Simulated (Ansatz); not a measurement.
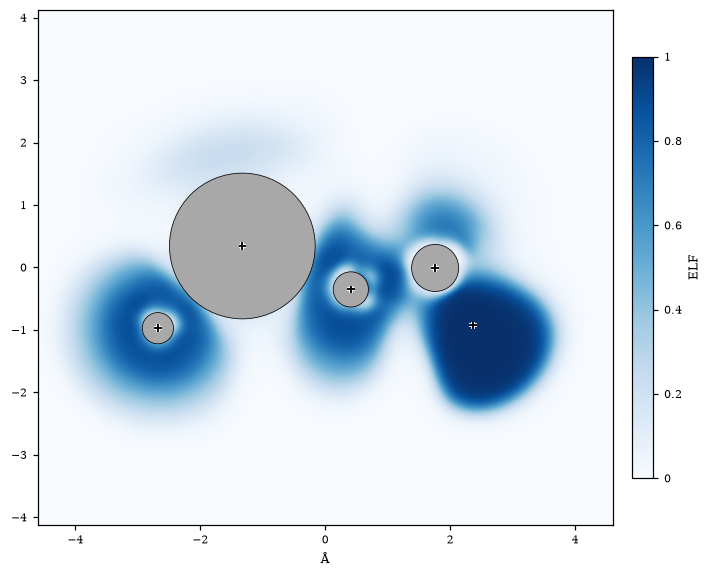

The ELF on a plane through atoms (crosses mark nuclei in the plane; grey discs cover the cores).

All numbers below come from isolated molecule in a Gaussian basis; Kohn-Sham density functional theory, functional PBE0 in Ansatz 0.2.0.

Candidates:
A. CH5FN2OW (SMILES C[O][W](=[NH])(=[NH])[F])
B. CH5Cl2GaO (SMILES [CH3][Ga-]([OH2+])([Cl])[Cl])
C. C2H6ClNZn (SMILES C[N](C)[Zn][Cl])

> Which system is this?

Candidate A: CH5FN2OW on the plane of atoms F2, W6 and O5, which holds C, F, O, W and H. C–O (1.39 Å): the ELF peaks at about 0.90 between the atoms; a polar covalent bond. W–O (1.87 Å): the ELF peaks at about 0.80 in the valence shell of O, 0.6 Å from its nucleus, and drops to about 0.25 between the two atoms.
